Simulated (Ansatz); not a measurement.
## Geometry relaxation of C2H10OSSi2 (part 1 of 3)

C2H10OSSi2, SMILES C[SiH2]OC([SiH3])S, computed with RKS PBE/6-31G* (Ansatz 0.2.0).

It belongs to a series of runs on one base structure; here: end point B relaxed. Figures and captions count atoms from 1; the log counts them from 0 in places.

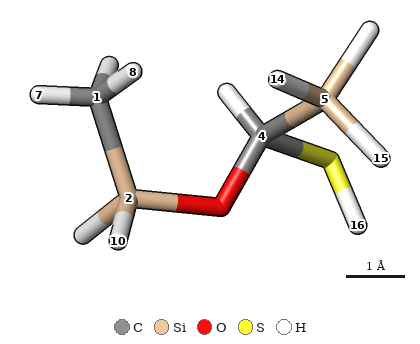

**Figure 1.** The structure as given in the input (stick view, seen at a tilt; atoms are numbered from 1 in the order of the input).

### Input file
```yaml
crystal:
  periodic: [false, false, false]
  atoms:
    - { symbol: C, position_ang: [0.1246, -2.9559, 0.7066] }
    - { symbol: Si, position_ang: [0.6796, -1.3017, 0.0359] }
    - { symbol: O, position_ang: [-0.2303, 0.0078, 0.5692] }
    - { symbol: C, position_ang: [-1.44435, -0.31444, 1.33943] }
    - { symbol: Si, position_ang: [-1.18334, -0.16241, 3.25043] }
    - { symbol: S, position_ang: [-2.68828, 1.00824, 0.92591] }
    - { symbol: H, position_ang: [0.7007, -3.7421, 0.3169] }
    - { symbol: H, position_ang: [0.1672, -2.9205, 1.7809] }
    - { symbol: H, position_ang: [-0.9606, -3.0723, 0.4496] }
    - { symbol: H, position_ang: [2.1028, -1.0868, 0.4376] }
    - { symbol: H, position_ang: [0.6116, -1.2943, -1.4222] }
    - { symbol: H, position_ang: [-1.88103, -1.22818, 1.10005] }
    - { symbol: H, position_ang: [-2.4718, -0.38909, 3.99032] }
    - { symbol: H, position_ang: [-0.21458, -1.13293, 3.70344] }
    - { symbol: H, position_ang: [-0.68555, 1.19033, 3.64782] }
    - { symbol: H, position_ang: [-1.89198, 2.07234, 1.01023] }
basis:
  gaussian: { orbitals: "6-31G*" }
hamiltonian:
  xc: pbe
relax:
  f_tol: 0.015
  max_steps: 40
```

Hardware: 2 threads of Intel Xeon (Granite Rapids), 16 GiB of memory available, shared host.

Command:
```bash
ansatz run input.yaml --threads 2 --pin off --max-ram 3072MiB --backend cpu --events-out ev --progress --plain --runs-dir out
```

### What the program printed
```
The last accepted step is kept in [file] (removed where the run ends without a failure and the disk answers)
Engine: ansatz 0.2.0, x86_64-unknown-linux-gnu
Functional definition: PBE
  parameter kappa = 0.804
  parameter beta = 0.06672455060314922
  exchange = pbe_x(kappa = kappa, mu = beta*pi^2/3)
  correlation = pbe_c(beta = beta)
1539 factors; their error is unknown
mean field evaluation 1: about -30845.1544 eV, gradient 6.6e1 eV
mean field evaluation 2: about -30822.6523 eV, gradient 1.2e2 eV
mean field evaluation 4: about -30854.7286 eV, gradient 7.9e0 eV
mean field evaluation 8: about -30854.8708 eV, gradient 1.7e-1 eV
mean field evaluation 16: about -30854.7509 eV, gradient 3.8e-4 eV
mean field -30854.75091327 eV, -1133.8911819614 hartree, gradient 5.3e-5 eV, S^2 0.000000; 0 other end points of the search recorded, 0 dependent functions left out
the calculation of the forces begins
reference -30854.75095678 eV, -1133.8911835603 hartree; 37, 37 occupied and 85, 85 virtual orbitals, 1539 factors
relax step   1: F+E_penalty+E_count = -30854.75091327 eV  Δ(F+E_penalty+E_count) = +0.000e0 eV  max|allowed force component| = 3.720e0 eV/Å  Δτ_max = 0.0000 Å  (29 SCF iters, accepted)
these checks for a lower state are left out or cut short: starts, cluster_reference, orbital_swaps, neighbouring_geometries, increment
1539 factors; their error is unknown
mean field -30855.11795730 eV, -1133.9046705807 hartree, gradient 9.0e-6 eV, S^2 0.000000; 0 other end points of the search recorded, 0 dependent functions left out
[... from here on the field's lines of each further geometry are left out, up to the last ...]
relax step   2: F+E_penalty+E_count = -30855.11795730 eV  Δ(F+E_penalty+E_count) = -3.670e-1 eV  max|allowed force component| = 8.443e-1 eV/Å  Δτ_max = 0.1903 Å  (29 SCF iters, accepted)
relax step   3: F+E_penalty+E_count = -30855.19286997 eV  Δ(F+E_penalty+E_count) = -7.491e-2 eV  max|allowed force component| = 3.630e-1 eV/Å  Δτ_max = 0.1109 Å  (30 SCF iters, accepted)
relax step   4: F+E_penalty+E_count = -30855.22714648 eV  Δ(F+E_penalty+E_count) = -3.428e-2 eV  max|allowed force component| = 3.137e-1 eV/Å  Δτ_max = 0.2000 Å  (29 SCF iters, accepted)
relax step   5: F+E_penalty+E_count = -30855.25816340 eV  Δ(F+E_penalty+E_count) = -3.102e-2 eV  max|allowed force component| = 2.966e-1 eV/Å  Δτ_max = 0.1565 Å  (30 SCF iters, accepted)
relax step   6: F+E_penalty+E_count = -30855.27269685 eV  Δ(F+E_penalty+E_count) = -1.453e-2 eV  max|allowed force component| = 4.705e-1 eV/Å  Δτ_max = 0.1917 Å  (30 SCF iters, accepted)
relax step   7: F+E_penalty+E_count = -30855.29143360 eV  Δ(F+E_penalty+E_count) = -1.874e-2 eV  max|allowed force component| = 3.677e-1 eV/Å  Δτ_max = 0.0754 Å  (30 SCF iters, accepted)
relax step   8: F+E_penalty+E_count = -30855.29506205 eV  Δ(F+E_penalty+E_count) = -3.628e-3 eV  max|allowed force component| = 4.366e-1 eV/Å  Δτ_max = 0.1998 Å  (29 SCF iters, accepted)
relax step   9: F+E_penalty+E_count = -30855.31969125 eV  Δ(F+E_penalty+E_count) = -2.463e-2 eV  max|allowed force component| = 1.778e-1 eV/Å  Δτ_max = 0.1999 Å  (30 SCF iters, accepted)
relax step  10: F+E_penalty+E_count = -30855.32495418 eV  Δ(F+E_penalty+E_count) = -5.263e-3 eV  max|allowed force component| = 7.418e-2 eV/Å  Δτ_max = 0.0879 Å  (29 SCF iters, accepted)
relax step  11: F+E_penalty+E_count = -30855.32636384 eV  Δ(F+E_penalty+E_count) = -1.410e-3 eV  max|allowed force component| = 4.157e-2 eV/Å  Δτ_max = 0.0341 Å  (30 SCF iters, accepted)
relax step  12: F+E_penalty+E_count = -30855.32703551 eV  Δ(F+E_penalty+E_count) = -6.717e-4 eV  max|allowed force component| = 2.329e-2 eV/Å  Δτ_max = 0.0239 Å  (30 SCF iters, accepted)
relax step  13: F+E_penalty+E_count = -30855.32751777 eV  Δ(F+E_penalty+E_count) = -4.823e-4 eV  max|allowed force component| = 1.729e-2 eV/Å  Δτ_max = 0.0334 Å  (30 SCF iters, accepted)
relax step  14: F+E_penalty+E_count = -30855.32808247 eV  Δ(F+E_penalty+E_count) = -5.647e-4 eV  max|allowed force component| = 2.480e-2 eV/Å  Δτ_max = 0.0459 Å  (29 SCF iters, accepted)
relax step  15: F+E_penalty+E_count = -30855.32799700 eV  Δ(F+E_penalty+E_count) = +8.547e-5 eV  max|allowed force component| = 1.239e-1 eV/Å  Δτ_max = 0.1626 Å  (29 SCF iters, rejected (line search))
relax step  16: F+E_penalty+E_count = -30855.32942808 eV  Δ(F+E_penalty+E_count) = -1.346e-3 eV  max|allowed force component| = 4.113e-2 eV/Å  Δτ_max = 0.0782 Å  (29 SCF iters, accepted)
relax step  17: F+E_penalty+E_count = -30855.33061871 eV  Δ(F+E_penalty+E_count) = -1.191e-3 eV  max|allowed force component| = 7.705e-2 eV/Å  Δτ_max = 0.0973 Å  (30 SCF iters, accepted)
relax step  18: F+E_penalty+E_count = -30855.33159819 eV  Δ(F+E_penalty+E_count) = -9.795e-4 eV  max|allowed force component| = 9.067e-2 eV/Å  Δτ_max = 0.0492 Å  (29 SCF iters, accepted)
relax step  19: F+E_penalty+E_count = -30855.33334309 eV  Δ(F+E_penalty+E_count) = -1.745e-3 eV  max|allowed force component| = 1.341e-1 eV/Å  Δτ_max = 0.1206 Å  (30 SCF iters, accepted)
relax step  20: F+E_penalty+E_count = -30855.33542174 eV  Δ(F+E_penalty+E_count) = -2.079e-3 eV  max|allowed force component| = 1.087e-1 eV/Å  Δτ_max = 0.0446 Å  (30 SCF iters, accepted)
relax step  21: F+E_penalty+E_count = -30855.34070473 eV  Δ(F+E_penalty+E_count) = -5.283e-3 eV  max|allowed force component| = 1.637e-1 eV/Å  Δτ_max = 0.1654 Å  (29 SCF iters, accepted)
relax step  22: F+E_penalty+E_count = -30855.33978705 eV  Δ(F+E_penalty+E_count) = +9.177e-4 eV  max|allowed force component| = 3.201e-1 eV/Å  Δτ_max = 0.1617 Å  (29 SCF iters, rejected (line search))
relax step  23: F+E_penalty+E_count = -30855.34378741 eV  Δ(F+E_penalty+E_count) = -3.083e-3 eV  max|allowed force component| = 1.109e-1 eV/Å  Δτ_max = 0.0792 Å  (29 SCF iters, accepted)
relax step  24: F+E_penalty+E_count = -30855.34629265 eV  Δ(F+E_penalty+E_count) = -2.505e-3 eV  max|allowed force component| = 9.477e-2 eV/Å  Δτ_max = 0.0975 Å  (30 SCF iters, accepted)
relax step  25: F+E_penalty+E_count = -30855.34805773 eV  Δ(F+E_penalty+E_count) = -1.765e-3 eV  max|allowed force component| = 8.963e-2 eV/Å  Δτ_max = 0.0794 Å  (30 SCF iters, accepted)
relax step  26: F+E_penalty+E_count = -30855.34943846 eV  Δ(F+E_penalty+E_count) = -1.381e-3 eV  max|allowed force component| = 6.344e-2 eV/Å  Δτ_max = 0.0503 Å  (28 SCF iters, accepted)
relax step  27: F+E_penalty+E_count = -30855.35041500 eV  Δ(F+E_penalty+E_count) = -9.765e-4 eV  max|allowed force component| = 3.802e-2 eV/Å  Δτ_max = 0.0458 Å  (29 SCF iters, accepted)
relax step  28: F+E_penalty+E_count = -30855.35060643 eV  Δ(F+E_penalty+E_count) = -1.914e-4 eV  max|allowed force component| = 3.410e-2 eV/Å  Δτ_max = 0.0156 Å  (31 SCF iters, accepted)
the calculation of the forces begins
reference -30855.35072681 eV, -1133.9132247023 hartree; 37, 37 occupied and 85, 85 virtual orbitals, 1539 factors
relax step  29: F+E_penalty+E_count = -30855.35068219 eV  Δ(F+E_penalty+E_count) = -7.576e-5 eV  max|allowed force component| = 1.457e-2 eV/Å  Δτ_max = 0.0090 Å  (23 SCF iters, accepted)
1539 factors; their error is unknown
mean field evaluation 224: about -30855.4705 eV, gradient 2.5e-1 eV
```

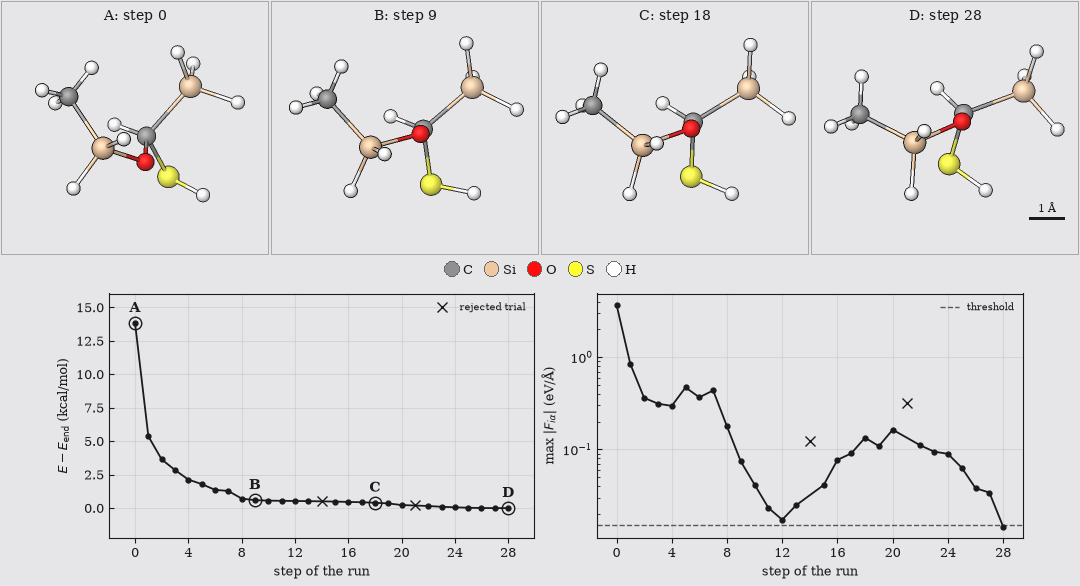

**Figure 2.** Frames of the relaxation (ball-and-stick view, seen at a tilt) above the curves, on which the letters mark them (the first geometry is step 0 here and step 1 in the log).

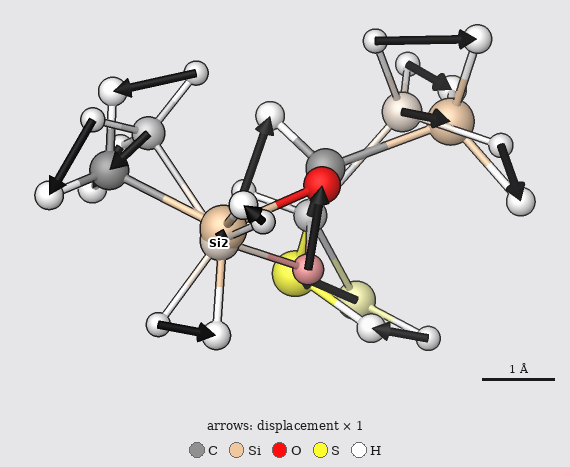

**Figure 3.** Start (faint) and end (solid) with the displacements as black arrows, at true length (ball-and-stick view, seen at a tilt). The two geometries are laid on each other by the best rigid fit. H14 moves most after the best rigid fit: 1.47 Å. By element the largest moves are H 1.47 Å, O 1.24 Å, S 1.03 Å, C 0.75 Å, Si 0.74 Å. Distances before and after: C4–H12 1.041 → 1.110 Å, O3–C4 1.473 → 1.413 Å, Si5–H14 1.444 → 1.500 Å, C1–H7 1.050 → 1.105 Å. Among the angles that change: O3–C4–S6 106.2° → 114.9°, Si2–O3–C4 116.2° → 123.1°, O3–Si2–H10 108.5° → 102.6°. Over 28 geometry steps the energy falls by 13.8 kcal/mol. The largest force component goes from 3.7 to 0.015 eV/Å. The line search rejected the trial steps at points 14, 21 (counted from 0) and went back. (Atoms are counted from 1 in the order of the input.)

```
mean field -30855.35068219 eV, -1133.9132230626 hartree, gradient 1.7e-5 eV, S^2 0.000000; 1 other end points of the search recorded, 0 dependent functions left out
the calculation of the forces begins
reference -30855.35072681 eV, -1133.9132247023 hartree; 37, 37 occupied and 85, 85 virtual orbitals, 1539 factors
Total energy: -30855.35072681 eV, -1133.9132247023 hartree
Atom 0 at     0.089461    -3.068472     0.001989 Å, force    -0.000693    -0.005539    -0.002890 eV/Å
Atom 1 at     0.785933    -1.330873     0.219819 Å, force     0.003296     0.008383     0.011176 eV/Å
Atom 2 at     0.165060    -0.542430     1.596448 Å, force     0.014574    -0.007289    -0.010273 eV/Å
Atom 3 at    -1.201178    -0.576214     1.953627 Å, force    -0.012685     0.007070    -0.003210 eV/Å
Atom 4 at    -1.434918     0.467967     3.546436 Å, force    -0.007451    -0.005346     0.008769 eV/Å
Atom 5 at    -2.374974     0.007012     0.628148 Å, force    -0.004262    -0.008278    -0.001692 eV/Å
Atom 6 at     0.610440    -3.567010    -0.834791 Å, force    -0.001961     0.000764     0.000198 eV/Å
Atom 7 at     0.239625    -3.683860     0.905029 Å, force     0.000767    -0.001784     0.002124 eV/Å
Atom 8 at    -0.986634    -3.054131    -0.238362 Å, force    -0.001774    -0.001956    -0.000995 eV/Å
Atom 9 at     2.256071    -1.371973     0.502888 Å, force     0.002005     0.000502     0.001310 eV/Å
Atom 10 at     0.563578    -0.522070    -1.024673 Å, force    -0.002088     0.003377    -0.004300 eV/Å
Atom 11 at    -1.553830    -1.615302     2.121788 Å, force     0.000660    -0.002807     0.002172 eV/Å
Atom 12 at    -2.831981     0.291470     4.060114 Å, force    -0.001470     0.000450    -0.000268 eV/Å
Atom 13 at    -0.458772     0.042163     4.603231 Å, force     0.004415     0.000183     0.001531 eV/Å
Atom 14 at    -1.198989     1.907297     3.200483 Å, force     0.003797     0.004347    -0.003225 eV/Å
Atom 15 at    -1.934202     1.294487     0.599955 Å, force     0.002870     0.007921    -0.000428 eV/Å
Dipole moment:     0.011139    -0.211547    -0.021239 e Å
```

### Trajectory as extended XYZ (Å, eV, eV/Å), 29 frames, from step=1 to step=29
```
16
Properties=species:S:1:pos:R:3:forces:R:3 step=1 energy=-30854.75091
C     0.1246   -2.9559    0.7066   -2.0636   1.7610  -0.0535
Si    0.6796   -1.3017    0.0359    0.7986  -0.0801   0.0324
O    -0.2303    0.0078    0.5692   -1.1437  -0.6524   1.0387
C    -1.4444   -0.3144    1.3394    1.7780   3.7204   0.6558
Si   -1.1833   -0.1624    3.2504   -0.6638   0.6575  -0.2472
S    -2.6883    1.0082    0.9259   -1.0464  -0.8825  -0.3489
H     0.7007   -3.7421    0.3169    0.9402  -1.5054  -0.6623
H     0.1672   -2.9205    1.7809    0.2218  -0.2464   0.9679
H    -0.9606   -3.0723    0.4496    0.5595  -0.3748  -0.0380
H     2.1028   -1.0868    0.4376    0.1479   0.1173   0.0316
H     0.6116   -1.2943   -1.4222    0.0067  -0.0658  -0.8272
H    -1.8810   -1.2282    1.1000   -1.0865  -1.9546  -0.8136
H    -2.4718   -0.3891    3.9903    0.0113  -0.1006  -0.1364
H    -0.2146   -1.1329    3.7034    0.8105  -0.8350   0.3735
H    -0.6855    1.1903    3.6478    0.0330   0.0895  -0.1989
H    -1.8920    2.0723    1.0102    0.6962   0.3516   0.2261
16
Properties=species:S:1:pos:R:3:forces:R:3 step=2 energy=-30855.11796
C     0.1183   -2.9760    0.7114   -0.8443   0.4943   0.0009
Si    0.6860   -1.3107    0.0421    0.2160   0.0457  -0.0602
O    -0.2271   -0.0058    0.6152   -0.7937  -0.2220   0.6392
C    -1.4702   -0.2232    1.3468    0.6920   0.7368  -0.1891
Si   -1.1744   -0.1306    3.2504   -0.3699   0.2713  -0.2557
S    -2.7439    1.0361    0.8428    0.7566   0.1992   0.2465
H     0.7429   -3.7684    0.3098    0.3209  -0.4395  -0.1533
H     0.1654   -2.9852    1.8067    0.1211  -0.1280   0.2178
H    -0.9389   -3.1874    0.4311    0.3318  -0.0330  -0.0036
H     2.1137   -1.0677    0.4390   -0.0112   0.0348   0.0130
H     0.6213   -1.3070   -1.4463   -0.0062  -0.0409  -0.2404
H    -1.9449   -1.1600    1.0740   -0.2384  -0.6601  -0.1531
H    -2.4755   -0.4035    3.9490    0.0598   0.0222   0.0329
H    -0.1737   -1.1332    3.6999    0.2388  -0.1996   0.0400
H    -0.6748    1.2456    3.5706   -0.0162  -0.0117   0.0219
H    -1.8895    2.0549    1.1997   -0.4570  -0.0697  -0.1567
16
Properties=species:S:1:pos:R:3:forces:R:3 step=3 energy=-30855.19287
C     0.1253   -3.0035    0.6961   -0.1392  -0.0089   0.0381
Si    0.6842   -1.3246    0.0379    0.0587   0.0505  -0.0291
O    -0.2210   -0.0327    0.6653   -0.2887  -0.2061   0.3018
C    -1.4695   -0.2135    1.3597    0.3265   0.2622  -0.2684
Si   -1.1972   -0.1029    3.2593   -0.0459  -0.0081  -0.0902
S    -2.7025    1.0695    0.8254    0.3345   0.1836   0.1236
H     0.7771   -3.7909    0.2775    0.0115   0.0104   0.0300
H     0.1880   -3.0513    1.7989    0.0438  -0.0205  -0.0850
H    -0.9126   -3.2521    0.4058    0.0803   0.0167  -0.0096
H     2.1118   -1.0722    0.4325   -0.0398   0.0144  -0.0242
H     0.6082   -1.3134   -1.4645   -0.0259  -0.0063   0.0189
H    -1.9584   -1.1678    1.0801   -0.0717   0.0491   0.0495
H    -2.4865   -0.3820    3.9731    0.0261   0.0145   0.0308
H    -0.1670   -1.1103    3.6947   -0.0047   0.0264  -0.0056
H    -0.7033    1.2768    3.5744   -0.0144  -0.0148   0.0176
H    -1.9420    2.1490    1.2260   -0.2512  -0.3630  -0.0984
```
